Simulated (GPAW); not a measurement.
## CuBiSeO (P4/nmm): G0W0 on several meshes in GPAW

Aim: the GW shift of CuBiSeO (P4/nmm) against the k mesh.

Main program and level: GPAW 26.7.0; LDA and many-body steps on it, plane waves.

**1. The structure**

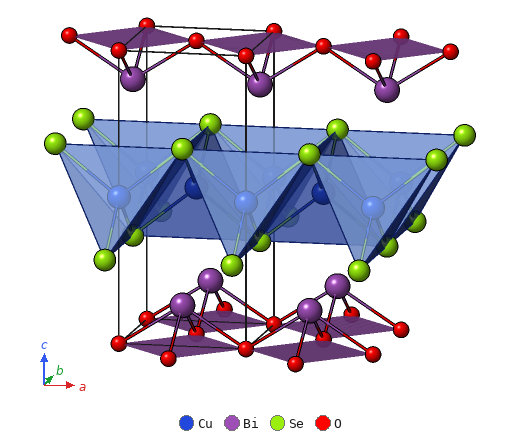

Start, viewed slightly off an axis; copper blue, bismuth purple, selenium green, oxygen red. 2×1×1 cells are drawn. Some periodic images of atoms are drawn too.

Coordinates:

```xyz
8
Lattice="3.9497 0.0000 0.0000 0.0000 3.9497 0.0000 0.0000 0.0000 9.0675" Properties=species:S:1:pos:R:3 pbc="T T T"
Cu    0.0000    0.0000    4.5338
Cu    1.9749    1.9749    4.5338
Bi    0.0000    1.9749    7.7997
Bi    1.9749    0.0000    1.2678
Se    1.9749    0.0000    6.1008
Se    0.0000    1.9749    2.9667
O     1.9749    1.9749    0.0000
O     0.0000    0.0000    0.0000
```

The cell and positions are those that the Materials Project relaxed with its own functionals (PBE, PBE+U or r2SCAN), kept fixed. Spin-orbit coupling is left out unless a step names it.

**2. Empty states on the mesh, 4×4×2 mesh, 918 bands**

This step: GPAW 26.7.0; DFT, LDA, plane waves, PAW.

The sums over transitions need many empty states on a uniform mesh; this step solves for them.

The input, run.py:

```python
import json
import numpy as np
from gpaw.mpi import world
from gpaw import GPAW

calc = GPAW('gs.gpw').fixed_density(kpts={'size': (4, 4, 2), 'gamma': True},
    parallel={'domain': 1, 'band': 1},
    txt='nscf.txt')
calc.diagonalize_full_hamiltonian(nbands=918)
calc.write('full.gpw', mode='all')
res = {}
kpts = calc.get_ibz_k_points()
res['kpts'] = kpts
res['eigenvalues'] = [calc.get_eigenvalues(kpt=k) for k in range(len(kpts))]
res['n_electrons'] = calc.get_number_of_electrons()

if world.rank == 0:
    with open('result.json', 'w') as f:
        json.dump(res, f, default=lambda x: x.tolist())
```

Command:

```sh
$ mpirun -n 4 gpaw python run.py
```

Numbers of over 12 decimals in the logs are rounded to 6 here.

Output:

```text
Diagonalizing LCAO Hamiltonian
Converting LCAO to pw mode
convergence criteria:
- Maximum integral of absolute [eigenst]ate change: 4e-08 eV^2 / valence electron
maximum number of iterations: 100

SCF iterations
|iter     |     time |      energy | eigst |  dens |
|iter:   1|  |             | +0.69 |       |
|iter:   2|  |             | -0.42 |       |
|iter:   3|  |             | -1.32 |       |
[...]
|iter:  12|  |             | -6.56 |       |
|iter:  13|  |             | -7.04 |       |
|iter:  14|  |             | -7.45c|       |
SCF steps: 14
  __  _  _
 | _ |_)|_||  |
 |__||  | ||/\| - 26.7.0

Input parameters:
  mode=PW(ecut=600.0),
  convergence={'density': 1e-06, 'bands': -3},
  gpts=array([24, 24, 54]),
  kpts=MonkhorstPack(size=(4, 4, 2), gamma=True),
  maxiter=100,
  nbands=48,
  occupations=Occupations(name='fermi-dirac', width=0.001, fixmagmom=False),
  parallel={'domain': 1, 'band': 1},
  xc=XC(name='LDA')
Matrix size: 4740x4740
# Writing to full.gpw (mode='all')
  [... matrices ...]

timing:  # [seconds]
  Total: 189.700  # ━━━━━━━━━━━━━━━━━━━━━━━━━━━━━━━━━━━━━━━━━━━━━━━━━━━━━━━━━
```

Wall time 3.4 min (4 MPI ranks of Intel Xeon Platinum 8488C (Sapphire Rapids), shared host); peak memory 8.6 GiB.

This step gave:

```
gap                                                           : 0.1333 eV
k of the valence top                                          : 0.25, 0, 0.5
k of the conduction bottom                                    : 0, 0, 0.5
least direct gap                                              : 0.1734 eV
k points computed                                             : 12
lowest point of the top converged band, above the valence top : 182.0943 eV
```

On this mesh the gap is 0.133 eV.

**3. 4×4×2**

Now the one-shot GW correction: screening in the RPA, then the self-energy of the levels asked for.

This step: G0W0 on LDA, plane waves, PAW.

The input, run.py:

```python
import json
import numpy as np
from gpaw.mpi import world
from gpaw.response.g0w0 import G0W0

gw = G0W0('full.gpw',
    filename='gw',
    kpts=[0, 1, 3],
    bands=(36, 40),
    ecut=60,
    nbands=149,
    integrate_gamma='WS',
    ppa=True)
gw.calculate()
res = {mode: {k: v for k, v in r.items() if k != 'sigma_eskwn'}
       for mode, r in gw.all_results.items()}

if world.rank == 0:
    with open('result.json', 'w') as f:
        json.dump(res, f, default=lambda x: x.tolist())
```

Command:

```sh
$ mpirun -n 4 gpaw python run.py
```

Output:

```text
Using integrator: PointIntegrator
FrequencyGridDescriptor(from 0.000+0.000j to 0.000+27.211j eV, 2 points)
Nonperiodic BCs:  [False False False]
Using integrator: PointIntegrator
FrequencyGridDescriptor(from 0.000+0.000j to 0.000+27.211j eV, 2 points)
Nonperiodic BCs:  [False False False]
  ___  _ _ _
 |   || | | |
 | | || | | |
 |__ ||_____|
 |___|

BZ k-points: Symmetries present (total): 8

  [... matrices ...]
32 k-points: 4 x 4 x 2 Monkhorst-Pack grid + [1/8,1/8,1/4]
12 k-points in the irreducible part of the Brillouin zone
       k-points in crystal coordinates                weights
   0:     0.00000000    0.00000000    0.00000000          1/32
   1:     0.00000000    0.00000000    0.50000000          1/32
   2:     0.25000000    0.00000000    0.00000000          4/32
   3:     0.25000000    0.00000000    0.50000000          4/32
   4:     0.25000000    0.25000000    0.00000000          4/32
   5:     0.25000000    0.25000000    0.50000000          4/32
   6:     0.50000000    0.00000000    0.00000000          2/32
   7:     0.50000000    0.00000000    0.50000000          2/32
   8:     0.50000000    0.25000000    0.00000000          4/32
   9:     0.50000000    0.25000000    0.50000000          4/32
          ...
  11:     0.50000000    0.50000000    0.50000000          1/32

Distributing spins, k-points and bands (1 x 3 x 4) over 4 processes
Number of blocks: 1

Quasi particle states:
k-points (IBZ indices): [0, 1, 3]
Band range: (36, 40)
  [... matrices ...]
Computational parameters:
Plane wave cut-off: 60 eV
Number of bands: 149
Coulomb cutoff: None
Broadening: 0.1 eV

fxc modes: GW
Kernel: RPA
Using Godby-Needs plasmon-pole approximation:
  Fitting energy: i*E0, E0 = 1.000 Hartree
Summing all q:

Calculating screened Coulomb potential
No Coulomb truncation
FrequencyGridDescriptor(from 0.000+0.000j to 0.000+27.211j eV, 2 points)
Removing empty qpoint cache files...

Calculating chi0 body with:
    Ground state adapter containing:
    Number of spins: 1
    Number of kpoints: 32
    Number of irreducible kpoints: 12
    Number of completely occupied states: 38
    Number of partially occupied states: 38
    Occupied states memory: 18.03515625 M / cpu

    Linear response parametrization:
    q_c: [0.0, 0.0, 0.0]
    Number of frequency points: 2
    Planewave cutoff: 60.0
    Number of bands: 149
    Number of planewaves: 159
    Broadening (eta): 1e-06
    comm.size: 4
    kncomm.size: 4
    blockcomm.size: 1

    Memory estimate of potentially large arrays:
        chi0_wGG: 0.771515 M / cpu
Integrating chi0 body.

Symmetries of q_c:
    Direct symmetries (Uq -> q): 8
    Indirect symmetries (TUq -> q): 8
In total 16 allowed symmetries.

  [... matrices ...]
12 groups of equivalent kpoints. 62.5% reduction.

Integral kind: response function
Integrating chi0 head and wings.

Symmetries of q_c:
    Direct symmetries (Uq -> q): 8
    Indirect symmetries (TUq -> q): 8
In total 16 allowed symmetries.

  [... matrices ...]
12 groups of equivalent kpoints. 62.5% reduction.

Integral kind: response function wings

Calculating chi0 body with:
    Ground state adapter containing:
    Number of spins: 1
    Number of kpoints: 32
    Number of irreducible kpoints: 12
    Number of completely occupied states: 38
    Number of partially occupied states: 38
    Occupied states memory: 18.03515625 M / cpu

    Linear response parametrization:
[... the further q-points ...]

Results:
f:      Occupation numbers
eps:     KS-eigenvalues [eV]
vxc:     KS vxc [eV]
exx:     Exact exchange [eV]
sigma:   Self-energies [eV]
dsigma:  Self-energy derivatives
Z:       Renormalization factors
qp:      QP-energies [eV]

k-point 0 (0): (0.000, 0.000, 0.000)                GW
band       f     eps     vxc     exx   sigma  dsigma       Z      qp
                                                                   GW
  36   1.000   6.867 -25.246 -29.460   4.252  -0.328   0.753   6.895
  37   1.000   6.867 -25.246 -29.460   4.252  -0.328   0.753   6.895
  38   0.000   7.473 -15.596 -11.773  -2.873  -0.243   0.805   8.237
  39   0.000   8.106 -14.825 -10.802  -2.965  -0.245   0.803   8.957

k-point 1 (1): (0.000, 0.000, 0.500)                GW
band       f     eps     vxc     exx   sigma  dsigma       Z      qp
                                                                   GW
  36   1.000   7.202 -26.128 -30.462   4.371  -0.328   0.753   7.230
  37   1.000   7.202 -26.128 -30.462   4.371  -0.328   0.753   7.230
[...]
k-point 2 (3): (0.250, 0.000, 0.500)                GW
band       f     eps     vxc     exx   sigma  dsigma       Z      qp
                                                                   GW
[...]
37   1.000   7.243 -26.068 -30.397   4.366  -0.327   0.754   7.270
  38   0.000   8.769 -15.525 -11.275  -3.091  -0.257   0.796   9.691
  39   0.000   9.050 -17.641 -13.607  -2.861  -0.265   0.790   9.977
```

The job ended after 2.1 min (4 MPI ranks; peak memory 3.1 GiB).

Numbers from this step:

```
G0W0 gap on the points computed              : 0.9533 eV
least direct G0W0 gap on the computed points : 0.9930 eV
Z at the valence top                         : 0.7538
Z at the conduction bottom                   : 0.7920
starting gap on the mesh                     : 0.1333 eV
k of the valence top                         : 0.25, 0, 0.5
k of the conduction bottom                   : 0, 0, 0.5
```

The gap on the mesh goes from 0.13 eV to 0.95 eV, a correction of +0.82 eV.

**4. Empty states on the mesh, 6×6×4 mesh, 159 bands**

This step: DFT, LDA, plane waves, PAW.

The input, run.py:

```python
import json
import numpy as np
from gpaw.mpi import world
from gpaw import GPAW

calc = GPAW('gs.gpw').fixed_density(kpts={'size': (6, 6, 4), 'gamma': True},
    nbands=185,
    convergence={'bands': 159},
    txt='nscf.txt')
calc.write('full.gpw', mode='all')
res = {}
kpts = calc.get_ibz_k_points()
res['kpts'] = kpts
res['eigenvalues'] = [calc.get_eigenvalues(kpt=k) for k in range(len(kpts))]
res['n_electrons'] = calc.get_number_of_electrons()

if world.rank == 0:
    with open('result.json', 'w') as f:
        json.dump(res, f, default=lambda x: x.tolist())
```

Command:

```sh
$ mpirun -n 4 gpaw python run.py
```

Output:

```text
Diagonalizing LCAO Hamiltonian
Converting LCAO to pw mode
convergence criteria:
- Maximum integral of absolute [eigenst]ate change: 4e-08 eV^2 / valence electron
maximum number of iterations: 100

SCF iterations
|iter     |     time |      energy | eigst |  dens |
|iter:   1|  |             | +3.91 |       |
|iter:   2|  |             | +2.58 |       |
|iter:   3|  |             | +1.55 |       |
[...]
|iter:  13|  |             | -6.64 |       |
|iter:  14|  |             | -7.06 |       |
|iter:  15|  |             | -7.55c|       |
SCF steps: 15
  __  _  _
 | _ |_)|_||  |
 |__||  | ||/\| - 26.7.0

Input parameters:
  mode=PW(ecut=600.0),
  convergence={'bands': 159},
  gpts=array([24, 24, 54]),
  kpts=MonkhorstPack(size=(6, 6, 4), gamma=True),
  maxiter=100,
  nbands=185,
  occupations=Occupations(name='fermi-dirac', width=0.001, fixmagmom=False),
  parallel={},
  xc=XC(name='LDA')
# Writing to full.gpw (mode='all')
  [... matrices ...]

timing:  # [seconds]
  Total: 0.209  # ━━━━━━━━━━━━━━━━━━━━━━━━━━━━━━━━━━━━━━━━━━━━━━━━━━━━━━━━━━━
```

Wall time 2.5 min (4 MPI ranks); peak memory 1.6 GiB; 10 min of CPU time.

Numbers from this step:

| Item | Value |
| --- | --- |
| gap | 0.1470 eV |
| k of the valence top | 0.3333, 0, 0.5 |
| k of the conduction bottom | 0, 0, 0.5 |
| least direct gap | 0.1734 eV |
| k points computed | 30 |
| lowest point of the top converged band, above the valence top | 43.58 eV |

On this mesh the gap is 0.147 eV.

**5. 6×6×4**

This step: G0W0 on LDA, plane waves, PAW.

The input, run.py:

```python
import json
import numpy as np
from gpaw.mpi import world
from gpaw.response.g0w0 import G0W0

gw = G0W0('full.gpw',
    filename='gw',
    kpts=[0, 2, 11],
    bands=(36, 40),
    ecut=60,
    nbands=149,
    integrate_gamma='WS',
    ppa=True)
gw.calculate()
res = {mode: {k: v for k, v in r.items() if k != 'sigma_eskwn'}
       for mode, r in gw.all_results.items()}

if world.rank == 0:
    with open('result.json', 'w') as f:
        json.dump(res, f, default=lambda x: x.tolist())
```

Command:

```sh
$ mpirun -n 4 gpaw python run.py
```

Output:

```text
Using integrator: PointIntegrator
FrequencyGridDescriptor(from 0.000+0.000j to 0.000+27.211j eV, 2 points)
Nonperiodic BCs:  [False False False]
Using integrator: PointIntegrator
FrequencyGridDescriptor(from 0.000+0.000j to 0.000+27.211j eV, 2 points)
Nonperiodic BCs:  [False False False]
  ___  _ _ _
 |   || | | |
 | | || | | |
 |__ ||_____|
 |___|

BZ k-points: Symmetries present (total): 8

  [... matrices ...]
144 k-points: 6 x 6 x 4 Monkhorst-Pack grid + [1/12,1/12,1/8]
30 k-points in the irreducible part of the Brillouin zone
       k-points in crystal coordinates                weights
   0:     0.00000000    0.00000000    0.00000000          1/144
   1:     0.00000000    0.00000000    0.25000000          2/144
   2:     0.00000000    0.00000000    0.50000000          1/144
[...]
9:     0.33333333    0.00000000    0.00000000          4/144
          ...
  29:     0.50000000    0.50000000    0.50000000          1/144

Distributing spins, k-points and bands (1 x 3 x 4) over 4 processes
Number of blocks: 1

Quasi particle states:
k-points (IBZ indices): [0, 2, 11]
Band range: (36, 40)
  [... matrices ...]
Computational parameters:
Plane wave cut-off: 60 eV
Number of bands: 149
Coulomb cutoff: None
Broadening: 0.1 eV

fxc modes: GW
Kernel: RPA
Using Godby-Needs plasmon-pole approximation:
  Fitting energy: i*E0, E0 = 1.000 Hartree
Summing all q:

Calculating screened Coulomb potential
No Coulomb truncation
FrequencyGridDescriptor(from 0.000+0.000j to 0.000+27.211j eV, 2 points)
Removing empty qpoint cache files...

Calculating chi0 body with:
    Ground state adapter containing:
    Number of spins: 1
    Number of kpoints: 144
    Number of irreducible kpoints: 30
    Number of completely occupied states: 38
[...]
comm.size: 4
    kncomm.size: 4
    blockcomm.size: 1

    Memory estimate of potentially large arrays:
        chi0_wGG: 0.771515 M / cpu
Integrating chi0 body.

Symmetries of q_c:
    Direct symmetries (Uq -> q): 8
    Indirect symmetries (TUq -> q): 8
In total 16 allowed symmetries.

  [... matrices ...]
30 groups of equivalent kpoints. 79.166667% reduction.

Integral kind: response function
Integrating chi0 head and wings.

Symmetries of q_c:
    Direct symmetries (Uq -> q): 8
    Indirect symmetries (TUq -> q): 8
In total 16 allowed symmetries.

  [... matrices ...]
30 groups of equivalent kpoints. 79.166667% reduction.

Integral kind: response function wings

Calculating chi0 body with:
    Ground state adapter containing:
    Number of spins: 1
    Number of kpoints: 144
    Number of irreducible kpoints: 30
    Number of completely occupied states: 38
    Number of partially occupied states: 38
[... the further q-points ...]

Results:
f:      Occupation numbers
eps:     KS-eigenvalues [eV]
vxc:     KS vxc [eV]
exx:     Exact exchange [eV]
sigma:   Self-energies [eV]
dsigma:  Self-energy derivatives
Z:       Renormalization factors
qp:      QP-energies [eV]

k-point 0 (0): (0.000, 0.000, 0.000)                GW
band       f     eps     vxc     exx   sigma  dsigma       Z      qp
                                                                   GW
  36   1.000   6.867 -25.246 -29.340   4.127  -0.326   0.754   6.892
  37   1.000   6.867 -25.246 -29.340   4.127  -0.326   0.754   6.892
  38   0.000   7.473 -15.596 -11.985  -2.663  -0.240   0.807   8.238
[...]
k-point 1 (2): (0.000, 0.000, 0.500)                GW
band       f     eps     vxc     exx   sigma  dsigma       Z      qp
                                                                   GW
[...]
k-point 2 (11): (0.333, 0.000, 0.500)                GW
band       f     eps     vxc     exx   sigma  dsigma       Z      qp
                                                                   GW
[...]
38   0.000   8.774 -16.086 -12.120  -2.852  -0.257   0.795   9.660
  39   0.000   9.446 -16.437 -11.980  -3.129  -0.261   0.793  10.499
```

The job ended after 15 min (4 MPI ranks; peak memory 5.1 GiB).

Numbers from this step:

```
G0W0 gap on the points computed              : 0.9832 eV
least direct G0W0 gap on the computed points : 1.000 eV
Z at the valence top                         : 0.7549
Z at the conduction bottom                   : 0.7936
starting gap on the mesh                     : 0.1470 eV
k of the valence top                         : 0.3333, 0, 0.5
k of the conduction bottom                   : 0, 0, 0.5
```

Against G0W0 in GPAW (4×4×2 mesh, 149 bands, screening to 60 eV, Godby-Needs plasmon pole), the gap moves by +0.030 eV.

**6. The runs together**

Times are wall times on 4 MPI ranks of Intel Xeon Platinum 8488C (Sapphire Rapids), shared host, good to a factor of about two.

| run | mesh | bands | screening cutoff (eV) | DFT gap (eV) | gap on the mesh (eV) | direct (eV) | time |
| --- | --- | --- | --- | --- | --- | --- | --- |
| 4×4×2 | 4×4×2 | 149 | 60 | 0.133 | 0.953 | 0.993 | 2.1 min |
| 6×6×4 | 6×6×4 | 149 | 60 | 0.147 | 0.983 | 1.000 | 15 min |

**7. Results**

```yaml
4x4x2: 0.953 eV
6x6x4: 0.983 eV
known_limits: not at the basis limit; model gap, bands may invert with spin-orbit coupling; d shell near the gap, gap tends to lie low; no spin-orbit coupling; coarse k mesh
```

6×6×4: +0.030 eV against 4×4×2, +0.014 eV of it in the start. Bands and cutoff are finite, so the gap is not at the basis limit. The miss can reach some tenths of an eV and take either sign; the mesh is an error of its own. These stock PAW sets were not made for GW; the filled d or f shell of Se lies in the frozen core, which bears on start and correction. In the G0W0 runs levels were corrected at 3 k points alone, so a gap called «on the mesh» is the least over those, and an edge elsewhere would be missed. The 4×4×2 mesh is coarse for this cell, which bears on the long-range parts of exchange and screening. Where an edge is built on 6p states of lead, bismuth or thallium, scalar-relativistic gaps usually stand too wide, by a few tenths to over one eV. With atoms this heavy and so narrow a gap, spin-orbit coupling can invert the bands. These scalar-relativistic gaps are then model values, not to be set against experiment, and a spin-orbit change taken from DFT can't simply be added. A d shell, filled or nearly so, lies near the gap. One-shot GW converges very slowly in bands there, not always from below, and on a semilocal start the gap tends to come out low; starts rich in exact exchange can overshoot instead.

[Paths, hosts, dates, memory and timing lines, banners, echoed tables and standing remarks are left out of the program output.]

[Logs are printed without paths, hosts, clocks, repeated set-up lines and the standing remarks that a program may print on its own settings, such as how far it seeks lower states.]

[Runs of the session that timed out or met a known fault of the program may be left out.]

[Hosts, paths, dates, database ids (printed as entryN), source tags and the programs' standing remarks are cut or masked in the printed files.]
